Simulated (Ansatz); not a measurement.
Geometry relaxation, with input and output: CH14O7 (part 3 of 3)

CH14O7 (disordered cell, 22 atoms in the cell); DFT PBE-D3(BJ), scalar-relativistic, plane waves, PAW, no spin polarisation (Ansatz 0.2.0); cutoff 420 eV, 1×1×1 k-mesh, Fermi–Dirac smearing of 0.02 eV. It belongs to a series of runs on one base structure; here: start relaxed.

Geometry of the input (Å; fractional positions):
```
6.0083  0.0000  0.0000
0.0000  6.0083  0.0000
0.0000  0.0000  6.0083
O  0.3540  0.6797  0.6429
H  0.2829  0.7763  0.5351
H  0.3474  0.5337  0.5747
O  0.4930  0.9511  1.0034
H  0.4167  0.9608  0.8617
H  0.4208  0.8279  1.0782
O  0.1433  1.0438  0.1590
H  0.2330  1.0019  0.2862
H  0.1005  0.9029  0.0934
O  0.7817  0.9415  0.7058
H  0.7673  1.0968  0.6650
H  0.7797  0.8637  0.5647
O  0.4600  0.4382  1.0004
H  0.4827  0.5877  0.9444
H  0.5561  0.3471  0.9085
O  0.4740  0.1962  0.3968
H  0.4018  0.2477  0.2622
H  0.5296  0.0501  0.3578
O  0.8130  0.6000  0.1876
C  0.9289  0.5118  0.3292
H  0.9041  0.3373  0.3811
H  1.0652  0.6014  0.4137
```

Trajectory as extended XYZ, continued
```
22
Lattice="6.0083 0.0000 0.0000 0.0000 6.0083 0.0000 0.0000 0.0000 6.0083" Properties=species:S:1:pos:R:3:forces:R:3 step=7 energy=-4446.23916
O     2.2252    4.4073    3.5775   -1.7940  -0.5603   0.3042
H     1.2931    4.7811    3.6906    1.2912  -0.2163  -0.1045
H     2.0860    3.4727    3.9038    0.4429   0.8732  -0.1023
O     3.1554    5.3894    6.2086   -0.4905  -0.1697  -0.1730
H     3.1000    5.4467    5.2256    0.1263  -0.1042   0.4443
H     2.2243    5.2131    6.4670    0.3155   0.2485  -0.2431
O     0.2903    6.3123    1.0649    0.2554  -0.5623  -0.0430
H     1.0600    6.2838    1.6717   -0.1791   0.1632  -0.0298
H     0.0259    5.3740    0.8787   -0.1355   0.2474   0.0876
O     5.1215    5.5440    4.0479   -0.2165  -0.0818  -0.2890
H     5.0051    6.4631    3.7456    0.0783  -0.2059  -0.0379
H     4.4610    5.0494    3.5152    0.2314   0.2733   0.2119
O     2.6330    2.5786    5.8642    0.2673   0.0118  -0.2776
H     3.2043    3.3773    5.9008   -0.0397  -0.0806   0.2178
H     3.2509    1.8776    5.5884   -0.2138   0.0777   0.0375
O     2.7663    1.2512    2.3389    0.0553  -0.0055  -0.0523
H     2.6339    1.8771    1.5838   -0.0025   0.0170   0.1118
H     3.2487    0.5370    1.8756   -0.0583  -0.0036  -0.0145
O     5.2992    3.6452    0.8473    0.0484  -0.0016   0.2005
C     5.6636    2.9665    1.7904    0.2777  -0.4082  -0.0496
H     5.2785    1.9242    1.9704    0.0567   0.5672  -0.1699
H     6.4856    3.3338    2.4562   -0.3172  -0.0793  -0.0295
22
Lattice="6.0083 0.0000 0.0000 0.0000 6.0083 0.0000 0.0000 0.0000 6.0083" Properties=species:S:1:pos:R:3:forces:R:3 step=8 energy=-4446.46235
O     2.1437    4.4029    3.5329   -0.4238  -0.9601   0.6460
H     1.2902    4.8220    3.7762    0.1742   0.0738  -0.0784
H     2.1049    3.5459    4.0563    0.2324   0.8670  -0.3939
O     3.1258    5.3719    6.2042   -0.8003  -0.0582  -0.3281
H     3.1872    5.3679    5.2171    0.0890   0.0336   0.5890
H     2.1438    5.3595    6.3632    0.6596   0.1902  -0.2525
O     0.3474    6.2834    0.9985    0.6030  -0.8333   0.3955
H     1.0368    6.2772    1.7130   -0.4911   0.1614  -0.4048
H     0.0097    5.3434    0.9353   -0.0435   0.4484   0.0022
O     5.1499    5.5261    4.0082    0.0597   0.2476  -0.0461
H     5.0707    6.4440    3.6877    0.0336  -0.2213   0.0474
H     4.4741    5.0578    3.4912   -0.0918  -0.0311  -0.0981
O     2.6192    2.6033    5.8493    0.6275   0.1276  -0.2427
H     3.2540    3.3525    6.0122   -0.3454  -0.4199   0.0207
H     3.1875    1.8618    5.5531   -0.3045   0.3432   0.1065
O     2.7856    1.2467    2.3371    0.1400  -0.1014  -0.2238
H     2.6354    1.8851    1.5954   -0.0130  -0.0338   0.1909
H     3.2227    0.5202    1.8389   -0.1296   0.1005   0.0792
O     5.2937    3.6804    0.8810    0.1108  -0.0957  -0.0172
C     5.6908    2.9394    1.7641   -0.1523  -0.0186   0.5101
H     5.2772    1.9078    1.9088    0.1893   0.3980  -0.2855
H     6.4615    3.3059    2.4893   -0.1237  -0.2179  -0.2164
22
Lattice="6.0083 0.0000 0.0000 0.0000 6.0083 0.0000 0.0000 0.0000 6.0083" Properties=species:S:1:pos:R:3:forces:R:3 step=9 energy=-4446.64368
O     2.1024    4.3646    3.5790   -0.3146  -0.7091   0.4732
H     1.2737    4.8143    3.8385    0.1211   0.0356  -0.0823
H     2.1043    3.5634    4.1766    0.1376   0.6149  -0.3110
O     3.1727    5.4291    6.2237   -0.8503   0.0313  -0.6005
H     3.3775    5.4182    5.2524    0.1614   0.0434   0.7225
H     2.1744    5.4972    6.2476    0.7218   0.0970  -0.0538
O     0.4582    6.2170    0.9397    0.4840  -0.7302   0.4190
H     1.0770    6.2320    1.7147   -0.4371   0.1197  -0.4209
H     0.0571    5.3000    0.9343    0.0221   0.4093  -0.0082
O     5.0123    5.4937    3.9259    0.0163   0.2575  -0.0094
H     4.9260    6.4268    3.6555    0.0033  -0.1862   0.0195
H     4.3457    5.0485    3.3749   -0.0916  -0.0365  -0.0657
O     2.5987    2.6541    5.8884    0.4599   0.1025  -0.1681
H     3.2443    3.3831    6.0799   -0.2866  -0.2860  -0.0267
H     3.1532    1.9047    5.5956   -0.2223   0.2469   0.0663
O     2.8122    1.2521    2.3645    0.1114  -0.0266  -0.2286
H     2.6419    1.9259    1.6592   -0.0033  -0.0978   0.2429
H     3.2055    0.5365    1.8150   -0.0862   0.0685   0.0226
O     5.3066    3.6724    0.8934    0.0388  -0.0851  -0.0015
C     5.7001    2.8920    1.7457    0.0099   0.0838   0.3158
H     5.2910    1.8613    1.8308    0.0915   0.1934  -0.1858
H     6.4771    3.2184    2.4779   -0.0842  -0.1474  -0.1200
22
Lattice="6.0083 0.0000 0.0000 0.0000 6.0083 0.0000 0.0000 0.0000 6.0083" Properties=species:S:1:pos:R:3:forces:R:3 step=10 energy=-4446.80396
O     2.0242    4.2706    3.5318   -0.2608  -0.2746   0.6862
H     1.2817    4.8227    3.8596    0.2196  -0.1228  -0.2033
H     2.1120    3.5938    4.2603    0.0165   0.3255  -0.3849
O     3.1842    5.4511    6.2616   -0.5433   0.0723  -1.0906
H     3.5522    5.4624    5.3327    0.1131   0.0628   0.8543
H     2.1995    5.5870    6.1342    0.6041  -0.0209   0.3164
O     0.5526    6.1510    0.8802    0.2750  -0.4351   0.7192
H     1.0512    6.2323    1.7376   -0.3097  -0.0038  -0.7161
H     0.0736    5.2774    0.9479    0.0958   0.2811  -0.1004
O     4.9354    5.5147    3.9066   -0.0194   0.1432   0.0511
H     4.8544    6.4365    3.6025   -0.0782  -0.0836  -0.0009
H     4.2729    5.0519    3.3620   -0.0978  -0.0373  -0.0442
O     2.5800    2.6784    5.8958    0.0406   0.0059  -0.2067
H     3.2185    3.3951    6.1002   -0.0107   0.0765   0.1106
H     3.1317    1.9389    5.5922   -0.0856   0.0369  -0.0140
O     2.8468    1.2377    2.3826    0.0354   0.1128  -0.2456
H     2.6403    1.9386    1.7146    0.0597  -0.1549   0.3149
H     3.1848    0.5326    1.7818   -0.0738   0.0070  -0.0288
O     5.2999    3.6731    0.9252   -0.0159  -0.0540  -0.0211
C     5.7087    2.8656    1.7456    0.0764   0.0680   0.1799
H     5.3240    1.8274    1.7737   -0.0128   0.0535  -0.1514
H     6.4834    3.1665    2.4844   -0.0272  -0.0603  -0.0253
22
Lattice="6.0083 0.0000 0.0000 0.0000 6.0083 0.0000 0.0000 0.0000 6.0083" Properties=species:S:1:pos:R:3:forces:R:3 step=11 energy=-4446.91254
O     1.9888    4.2304    3.5561   -0.2973  -0.0231   0.4383
H     1.2526    4.8050    3.8570    0.2340  -0.1184  -0.1914
H     2.0898    3.6074    4.3228    0.0525   0.1444  -0.1898
O     3.2317    5.4553    6.2904   -0.2830   0.2982  -1.0879
H     3.7097    5.5381    5.4106   -0.1149  -0.0990   0.8172
H     2.2695    5.6462    6.0847    0.5665  -0.2047   0.2993
O     0.6140    6.0942    0.8242    0.1374  -0.2098   0.4756
H     1.1138    6.1931    1.6697   -0.2586   0.0032  -0.3993
H     0.0989    5.2490    0.9314    0.1178   0.1547  -0.0968
O     4.8531    5.5508    3.8763   -0.1116   0.0262   0.0636
H     4.7061    6.4592    3.5535   -0.1097  -0.0879  -0.0616
H     4.1749    5.0410    3.3864    0.0061   0.0797   0.0872
O     2.5563    2.7192    5.9022   -0.0392  -0.0301  -0.0713
H     3.1966    3.4084    6.1821    0.0032   0.1701  -0.0452
H     3.1051    1.9896    5.5770   -0.0174  -0.0145  -0.0241
O     2.8822    1.2254    2.4021   -0.0293   0.1780  -0.3189
H     2.6664    1.9650    1.7818    0.0610  -0.2193   0.3468
H     3.1569    0.5327    1.7505    0.0523   0.0006  -0.0261
O     5.3039    3.6673    0.9381    0.0737  -0.1039  -0.0459
C     5.7258    2.8282    1.7208   -0.1659   0.1057   0.2564
H     5.3509    1.7866    1.6942    0.0759   0.0214  -0.1444
H     6.4650    3.1130    2.5010    0.0492  -0.0730  -0.0824
22
Lattice="6.0083 0.0000 0.0000 0.0000 6.0083 0.0000 0.0000 0.0000 6.0083" Properties=species:S:1:pos:R:3:forces:R:3 step=12 energy=-4447.00758
O     1.9728    4.2241    3.5553   -0.1685   0.0157   0.2600
H     1.2557    4.8212    3.8471    0.1309  -0.0573  -0.1315
H     2.0770    3.6210    4.3351    0.0286   0.0514  -0.0945
O     3.2856    5.4796    6.3128   -0.2546   0.1866  -0.7346
H     3.7827    5.5755    5.4501   -0.0449  -0.0655   0.5101
H     2.3283    5.6580    6.0979    0.3885  -0.1598   0.2135
O     0.6541    6.0461    0.8168    0.0814  -0.1282   0.2667
H     1.1303    6.1551    1.6679   -0.1666  -0.0116  -0.2177
H     0.1335    5.2061    0.9208    0.0622   0.0712  -0.0301
O     4.7567    5.5793    3.8738   -0.1762   0.0275   0.0115
H     4.5127    6.4529    3.5033   -0.0761  -0.1396  -0.0306
H     4.0813    4.9949    3.4620    0.0699   0.1449   0.1070
O     2.5375    2.7615    5.8874   -0.0046   0.0061  -0.0208
H     3.1488    3.4765    6.1771   -0.0157   0.0950  -0.0578
H     3.1158    2.0471    5.5780   -0.0074   0.0289  -0.0143
O     2.9205    1.2378    2.4058   -0.0106   0.1200  -0.2588
H     2.6966    2.0021    1.8265    0.0443  -0.1315   0.2755
H     3.1815    0.5677    1.7220    0.0649  -0.0210  -0.0236
O     5.3236    3.6378    0.9425    0.1200  -0.0814   0.0065
C     5.7412    2.7816    1.7099   -0.1149   0.0319   0.0228
H     5.4300    1.7233    1.5957    0.0710   0.0778  -0.0230
H     6.4459    3.0561    2.5256   -0.0209  -0.0616  -0.0364
22
Lattice="6.0083 0.0000 0.0000 0.0000 6.0083 0.0000 0.0000 0.0000 6.0083" Properties=species:S:1:pos:R:3:forces:R:3 step=13 energy=-4447.06711
O     1.9625    4.2219    3.5669   -0.0868   0.0700   0.0232
H     1.2566    4.8468    3.8145    0.0511  -0.0123  -0.0544
H     2.0420    3.6465    4.3667    0.0089  -0.0601   0.0359
O     3.3289    5.4966    6.3174   -0.1419   0.0029  -0.1046
H     3.8430    5.6133    5.4780    0.1054   0.0286   0.0021
H     2.3772    5.6439    6.0966    0.0696  -0.0245   0.1224
O     0.6898    5.9857    0.8162    0.0530   0.0031   0.0501
H     1.1192    6.1170    1.6822   -0.0169  -0.0300  -0.0639
H     0.1732    5.1458    0.9084   -0.0180  -0.0628   0.0152
O     4.6535    5.6230    3.8945   -0.3948   0.0139  -0.2615
H     4.3241    6.4491    3.4533    0.0551  -0.3875   0.1778
H     3.9903    4.9634    3.5625    0.2743   0.3842   0.1576
O     2.5237    2.8206    5.8851    0.0615  -0.0219  -0.0186
H     3.1086    3.5728    6.1445   -0.0354   0.0112   0.0099
H     3.1275    2.1280    5.5707   -0.0242   0.0789   0.0099
O     2.9725    1.2182    2.4049   -0.0184   0.2099  -0.3676
H     2.7418    2.0330    1.9047    0.0663  -0.1479   0.2570
H     3.2292    0.6037    1.6618   -0.0192  -0.0495   0.0368
O     5.3875    3.5871    0.9073    0.2890  -0.0879  -0.0892
C     5.7895    2.7219    1.6721   -0.5851   0.0960   0.4490
H     5.4838    1.6623    1.5278    0.2779   0.1501  -0.0595
H     6.3875    3.0045    2.5773    0.0289  -0.1648  -0.3282
22
Lattice="6.0083 0.0000 0.0000 0.0000 6.0083 0.0000 0.0000 0.0000 6.0083" Properties=species:S:1:pos:R:3:forces:R:3 step=14 energy=-4447.14037
O     1.8521    4.2789    3.5842   -0.0434   0.0176  -0.0308
H     1.1318    4.8743    3.8572   -0.0149  -0.0029  -0.0053
H     1.9735    3.6903    4.3714    0.0080  -0.0241   0.0294
O     3.3379    5.4985    6.3437   -0.0030  -0.0316  -0.0380
H     3.8530    5.6479    5.5060    0.0244   0.0234   0.0246
H     2.3848    5.6581    6.1410   -0.0112   0.0049   0.0496
O     0.7145    5.8906    0.8591    0.0079   0.0018   0.0645
H     1.1368    5.9572    1.7347   -0.0188  -0.0196  -0.0482
H     0.2075    5.0366    0.8876    0.0027  -0.0557   0.0110
O     4.6032    5.6540    3.9458   -0.0993  -0.0065  -0.0622
H     4.2590    6.4601    3.4914    0.0134  -0.0651   0.0015
H     3.9492    4.9904    3.6312    0.0755   0.1009   0.0298
O     2.5594    2.8927    5.8430    0.0853  -0.0357  -0.0138
H     3.0619    3.6990    6.1311   -0.0467  -0.0658  -0.0215
H     3.2380    2.2830    5.5092   -0.0238   0.1010   0.0381
O     3.0263    1.2434    2.3843    0.0296   0.0874  -0.1718
H     2.7970    2.0773    1.9296    0.0121  -0.0208   0.0779
H     3.2511    0.6376    1.6214    0.0022  -0.0041   0.0706
O     5.4756    3.4921    0.8068    0.1577  -0.1298   0.1648
C     5.7940    2.6416    1.6294   -0.1576   0.0766  -0.0585
H     5.5690    1.5711    1.4405    0.1145   0.1121   0.0481
H     6.3363    2.9306    2.5645   -0.1144  -0.0638  -0.1598
22
Lattice="6.0083 0.0000 0.0000 0.0000 6.0083 0.0000 0.0000 0.0000 6.0083" Properties=species:S:1:pos:R:3:forces:R:3 step=15 energy=-4447.14037
O     1.8521    4.2789    3.5842   -0.0432   0.0176  -0.0311
H     1.1318    4.8743    3.8572   -0.0154  -0.0027  -0.0051
H     1.9735    3.6903    4.3714    0.0080  -0.0242   0.0296
O     3.3379    5.4985    6.3437   -0.0029  -0.0317  -0.0377
H     3.8530    5.6479    5.5060    0.0244   0.0234   0.0246
H     2.3848    5.6581    6.1410   -0.0112   0.0049   0.0495
O     0.7145    5.8906    0.8591    0.0080   0.0018   0.0646
H     1.1368    5.9572    1.7347   -0.0187  -0.0197  -0.0481
H     0.2075    5.0366    0.8876    0.0027  -0.0559   0.0110
O     4.6032    5.6540    3.9458   -0.0993  -0.0065  -0.0623
H     4.2590    6.4601    3.4914    0.0133  -0.0651   0.0015
H     3.9492    4.9904    3.6312    0.0754   0.1009   0.0299
O     2.5594    2.8927    5.8430    0.0854  -0.0359  -0.0139
H     3.0619    3.6990    6.1311   -0.0466  -0.0656  -0.0214
H     3.2380    2.2830    5.5092   -0.0237   0.1011   0.0380
O     3.0263    1.2434    2.3843    0.0296   0.0874  -0.1718
H     2.7970    2.0773    1.9296    0.0121  -0.0208   0.0779
H     3.2511    0.6376    1.6214    0.0022  -0.0041   0.0705
O     5.4756    3.4921    0.8068    0.1579  -0.1303   0.1653
C     5.7940    2.6416    1.6294   -0.1578   0.0769  -0.0590
H     5.5690    1.5711    1.4405    0.1144   0.1119   0.0478
H     6.3363    2.9306    2.5645   -0.1143  -0.0637  -0.1597
```

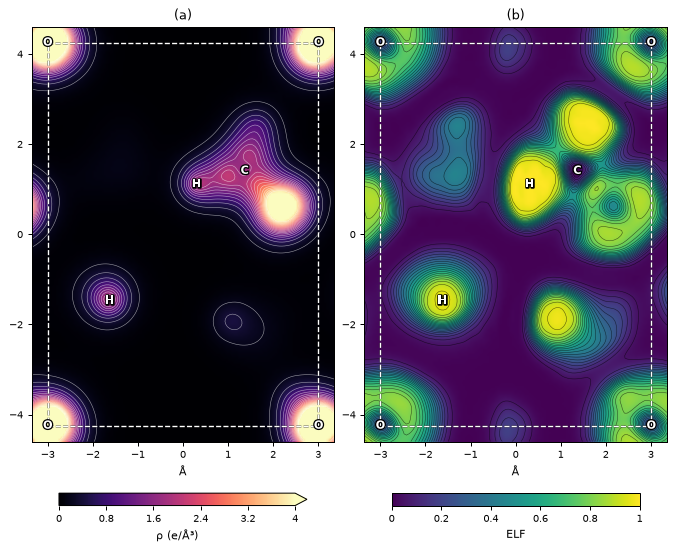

Figure 1. (a) valence pseudo-density; (b) ELF on the (101̄) plane of the calculation cell. Atoms in the plane: O, H and C. Away from the nuclei the density in this plane falls to 0.004 e/Å³ at its lowest. In a PAW calculation such maps are meaningful between the atoms, not at the nuclei.

Key numbers

```csv
quantity,value
outcome,converged
electrons treated,60
free energy,−4447.1404 eV
Fermi energy,0.072 eV
gap on the k-point mesh,3.66 eV
final volume,216.90 Å³
largest force (length of the vector) at the end,0.263 eV/Å
wall time,19 s
peak memory,0.41 GiB
```

The program warns: the exchange-correlation potential is rough where the density is thin. The k-point mesh is coarse for a cell of this size, so the results may not be converged.
